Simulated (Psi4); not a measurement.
Single-point calculation, with input and output: Si$_{2}$H$_{3}$F$_{3}$

The run: single-point calculation of Si$_{2}$H$_{3}$F$_{3}$. Method and program: MP2/def2-SVP, RHF (Psi4 1.11).

The geometry comes from this level: PBE0-D4/def2-TZVP.

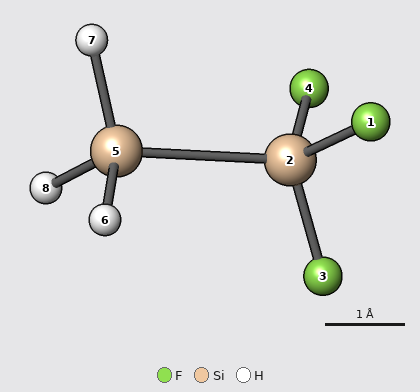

*The input geometry (ball-and-stick view, seen at a tilt; atoms are numbered from 1 in the order of the input).*

## Results in brief

- outcome: converged
- total energy: −878.429468 hartree
- SCF energy: −877.686365 hartree
- MP2 energy: −878.429468 hartree
- correlation energy: −0.743103 hartree
- basis functions: 93
- HOMO of the SCF reference: −12.60 eV
- LUMO of the SCF reference: 3.31 eV
- hardware: 1 thread of AMD EPYC (Zen 3), 24 GiB of memory available, shared host
- wall time: 3.3 s
- peak memory: 0.23 GiB

## Input file (calc.in)
```
memory 1600 MB

molecule mol {
  0 1
  F      1.310500    -1.060500     1.504800
  Si     0.534400    -0.990500     0.128500
  F     -0.479300    -2.204500     0.107900
  F      1.595600    -1.255900    -1.013900
  Si    -0.550700     1.050400    -0.152600
  H     -1.525600     1.227900     0.951900
  H      0.460600     2.135800    -0.122800
  H     -1.253300     1.040400    -1.459500
  symmetry c1
}

set globals {
  basis def2-SVP
  puream true
  scf_type df
  num_frozen_docc 13
}

energy("mp2")
```

Launched with:
```bash
psi4 calc.in calc.out -n 1
```

## What the program printed
```
Psi4 1.11 release

   => Loading Basis Set <=

    Name: DEF2-SVP
    Role: ORBITAL
    Keyword: BASIS

         ---------------------------------------------------------
                                   SCF
                              RHF Reference
                        1 Threads,   1525 MiB Core
         ---------------------------------------------------------

  ==> Geometry <==

    Molecular point group: c1
    Full point group: C1

    Geometry (in Angstrom), charge = 0, multiplicity = 1:

       Center              X                  Y                   Z               Mass
    ------------   -----------------  -----------------  -----------------  -----------------
         F            0.937024856689    -0.372617313735     1.417997838146    18.998403162730
         SI           0.160924856689    -0.302617313735     0.041697838146    27.976926534650
         F           -0.852775143311    -1.516617313735     0.021097838146    18.998403162730
         F            1.222124856689    -0.568017313735    -1.100702161854    18.998403162730
         SI          -0.924175143311     1.738282686265    -0.239402161854    27.976926534650
         H           -1.899075143311     1.915782686265     0.865097838146     1.007825032230
         H            0.087124856689     2.823682686265    -0.209602161854     1.007825032230
         H           -1.626775143311     1.728282686265    -1.546302161854     1.007825032230

  Running in c1 symmetry.

  Rotational constants: A =      0.13092  B =      0.06858  C =      0.06858 [cm^-1]
  Rotational constants: A =   3924.81274  B =   2055.94068  C =   2055.92352 [MHz]
  Nuclear repulsion =  316.516510182888112

  Charge       = 0
  Multiplicity = 1
  Electrons    = 58
  Nalpha       = 29
  Nbeta        = 29

  ==> Algorithm <==

  SCF Algorithm Type is DF.
  DIIS enabled.
  MOM disabled.
  Fractional occupation disabled.
  Guess Type is SAD.
  Energy threshold   = 1.00e-08
  Density threshold  = 1.00e-08
  Integral threshold = 1.00e-12

  ==> Primary Basis <==

  Basis Set: DEF2-SVP
    Blend: DEF2-SVP
    Number of shells: 43
    Number of basis functions: 93
    Number of Cartesian functions: 98
    Spherical Harmonics?: true
    Max angular momentum: 2

   => Loading Basis Set <=

    Name: (DEF2-SVP AUX)
    Role: JKFIT
    Keyword: DF_BASIS_SCF

  ==> Integral Setup <==

  DFHelper Memory: AOs need 0.037 GiB; user supplied 1.118 GiB.
  SCF_SUBTYPE=INCORE selected. In-core MEM_DF algorithm will be used.
  Using in-core AOs.

  ==> MemDFJK: Density-Fitted J/K Matrices <==

    J tasked:                   Yes
    K tasked:                   Yes
    wK tasked:                   No
    Memory [MiB]:              1144
    Algorithm:                 Core
    Schwarz Cutoff:           1E-12
    Mask sparsity (%):       3.9773
    Fitting Condition:        1E-10

   => Auxiliary Basis Set <=

  Basis Set: (DEF2-SVP AUX)
    Blend: DEF2-UNIVERSAL-JKFIT
    Number of shells: 169
    Number of basis functions: 541
    Number of Cartesian functions: 649
    Spherical Harmonics?: true
    Max angular momentum: 4

  Minimum eigenvalue in the overlap matrix is 6.3218752090E-03.
  Reciprocal condition number of the overlap matrix is 1.4742472476E-03.
    Using symmetric orthogonalization.

  ==> Pre-Iterations <==

  SCF Guess: Superposition of Atomic Densities via on-the-fly atomic UHF (no occupation information).

   -------------------------
    Irrep   Nso     Nmo
   -------------------------
     A         93      93
   -------------------------
    Total      93      93
   -------------------------

  ==> Iterations <==

                           Total Energy        Delta E     RMS |[F,P]|

   @DF-RHF iter SAD:  -876.59377687009328   -8.76594e+02   0.00000e+00
   @DF-RHF iter   1:  -877.58803833028514   -9.94261e-01   5.05881e-03 ADIIS/DIIS
   @DF-RHF iter   2:  -877.65960929329856   -7.15710e-02   3.01200e-03 ADIIS/DIIS
   @DF-RHF iter   3:  -877.68507610261463   -2.54668e-02   3.32383e-04 ADIIS/DIIS
   @DF-RHF iter   4:  -877.68630256350946   -1.22646e-03   6.25199e-05 DIIS
   @DF-RHF iter   5:  -877.68636223322744   -5.96697e-05   1.44811e-05 DIIS
   @DF-RHF iter   6:  -877.68636515161199   -2.91838e-06   1.52884e-06 DIIS
   @DF-RHF iter   7:  -877.68636518239737   -3.07854e-08   3.28423e-07 DIIS
   @DF-RHF iter   8:  -877.68636518347387   -1.07650e-09   9.04644e-08 DIIS
   @DF-RHF iter   9:  -877.68636518356789   -9.40190e-11   1.96938e-08 DIIS
   @DF-RHF iter  10:  -877.68636518357255   -4.66116e-12   7.43733e-09 DIIS
  Energy and wave function converged.

  ==> Post-Iterations <==

    Orbital Energies [Eh]
    ---------------------

    Doubly Occupied:

       1A    -68.889257     2A    -68.776996     3A    -26.306455
       4A    -26.306411     5A    -26.306393     6A     -6.247690
       7A     -6.152441     8A     -4.360177     9A     -4.360175
      10A     -4.357392    11A     -4.262529    12A     -4.262201
      13A     -4.262201    14A     -1.613345    15A     -1.582520
      16A     -1.582486    17A     -0.829480    18A     -0.761422
      19A     -0.747563    20A     -0.747550    21A     -0.708174
      22A     -0.696111    23A     -0.696109    24A     -0.668249
      25A     -0.668231    26A     -0.651826    27A     -0.512973
      28A     -0.512964    29A     -0.462909

    Virtual:

      30A      0.121541    31A      0.121550    32A      0.169988
      33A      0.185510    34A      0.248277    35A      0.248283
      36A      0.257311    37A      0.368411    38A      0.418411
      39A      0.451761    40A      0.451767    41A      0.536315
      42A      0.573288    43A      0.573292    44A      0.613909
      45A      0.613921    46A      0.639246    47A      0.708739
      48A      0.708745    49A      0.738857    50A      0.798417
      51A      0.798430    52A      0.865252    53A      1.050344
      54A      1.050391    55A      1.144714    56A      1.144741
      57A      1.198726    58A      1.467662    59A      1.467671
      60A      1.516412    61A      1.516424    62A      1.532646
      63A      1.542927    64A      1.607057    65A      1.667971
      66A      1.667981    67A      1.743438    68A      1.747644
      69A      1.747653    70A      1.887327    71A      1.951912
      72A      1.951927    73A      1.996193    74A      1.996204
      75A      2.140723    76A      2.243415    77A      2.462338
      78A      2.462375    79A      3.371504    80A      3.407830
      81A      3.407840    82A      3.417409    83A      3.417435
      84A      3.418317    85A      3.425214    86A      3.456648
      87A      3.456655    88A      3.604221    89A      3.690125
      90A      3.690134    91A      3.825960    92A      4.012439
      93A      4.012494

    Final Occupation by Irrep:
              A
    DOCC [    29 ]
    NA   [    29 ]
    NB   [    29 ]

  @DF-RHF Final Energy:  -877.68636518357255

   => Energetics <=

    Nuclear Repulsion Energy =            316.5165101828881120
    One-Electron Energy =               -1851.8212876459963354
    Two-Electron Energy =                 657.6184122795356188
    Total Energy =                       -877.6863651835725477

Computation Completed

Properties will be evaluated at   0.000000,   0.000000,   0.000000 [a0]

Properties computed using the SCF density matrix

 Multipole Moments:

 ------------------------------------------------------------------------------------
     Multipole            Electronic (a.u.)      Nuclear  (a.u.)        Total (a.u.)
 ------------------------------------------------------------------------------------

 L = 1.  Multiply by 2.5417464519 to convert [e a0] to [Debye]
 Dipole X            :          4.0546103           -4.4727140           -0.4181037
 Dipole Y            :         -7.6258133            8.4126748            0.7868615
 Dipole Z            :          1.0504298           -1.1586391           -0.1082093
 Magnitude           :                                                    0.8975918

 ------------------------------------------------------------------------------------

	total time  =          1 seconds =       0.02 minutes

  //>>>>>>>>>>>>>>>>>>>>>>>>>>>>>>>>>>>//
  //               DFMP2               //
  //<<<<<<<<<<<<<<<<<<<<<<<<<<<<<<<<<<<//

   => Loading Basis Set <=

    Name: (DEF2-SVP AUX)
    Role: RIFIT
    Keyword: DF_BASIS_MP2

	 --------------------------------------------------------
	                          DF-MP2
	      2nd-Order Density-Fitted Moller-Plesset Theory
	              RMP2 Wavefunction,   1 Threads

	 --------------------------------------------------------

   => Auxiliary Basis Set <=

  Basis Set: (DEF2-SVP AUX)
    Blend: DEF2-SVP-RI
    Number of shells: 106
    Number of basis functions: 310
    Number of Cartesian functions: 356
    Spherical Harmonics?: true
    Max angular momentum: 3

	 --------------------------------------------------------
	                 NBF =    93, NAUX =   310
	 --------------------------------------------------------
	   CLASS    FOCC     OCC    AOCC    AVIR     VIR    FVIR
	   PAIRS      13      29      16      64      64       0
	 --------------------------------------------------------

	-----------------------------------------------------------
	 ==================> DF-MP2 Energies <====================
	-----------------------------------------------------------
	 Reference Energy          =    -877.6863651835725477 [Eh]
	 Singles Energy            =      -0.0000000000000000 [Eh]
	 Same-Spin Energy          =      -0.1911035384248865 [Eh]
	 Opposite-Spin Energy      =      -0.5519990255111628 [Eh]
	 Correlation Energy        =      -0.7431025639360492 [Eh]
	 Total Energy              =    -878.4294677475086246 [Eh]
	-----------------------------------------------------------
	 ================> DF-SCS-MP2 Energies <==================
	-----------------------------------------------------------
	 SCS Same-Spin Scale       =       0.3333333333333333 [-]
	 SCS Opposite-Spin Scale   =       1.2000000000000000 [-]
	 SCS Same-Spin Energy      =      -0.0637011794749621 [Eh]
	 SCS Opposite-Spin Energy  =      -0.6623988306133953 [Eh]
	 SCS Correlation Energy    =      -0.7261000100883575 [Eh]
	 SCS Total Energy          =    -878.4124651936608643 [Eh]
	-----------------------------------------------------------

	total time  =          1 seconds =       0.02 minutes

    Psi4 run time: 0:00:01.99
```

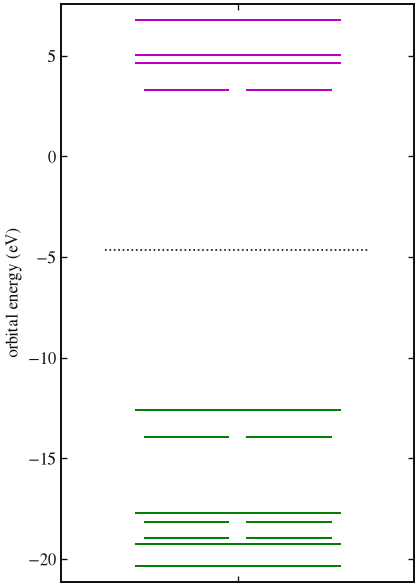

*Orbital energies near the frontier (SCF reference); the dotted line parts filled from empty levels, and levels within 0.02 eV of each other stand side by side.*

Highest filled −12.60 eV, lowest empty 3.31 eV, 15.91 eV apart.
